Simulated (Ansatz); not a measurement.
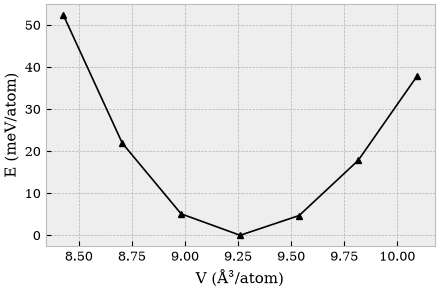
Figure. ZnO (CsCl type, Pm-3m) under volume change, r²SCAN (plane waves, PAW; program Ansatz), scaled uniformly.

Q: What does a third-order Birch–Murnaghan fit give for V₀, B₀ and B′?

A: V₀ = 9.26 Å³/atom, B₀ = 189 GPa, B′ = 4.5.

A made-up cell: these elements were put on the sites of a structure type; neither database checked (COD, Materials Project) lists it. It is not the phase usual at ambient conditions (space group No. 186). The r²SCAN relaxation kept the symmetry of its start. At this level the phase is mechanically unstable.

Potentials: the later of the program's two PAW sets.
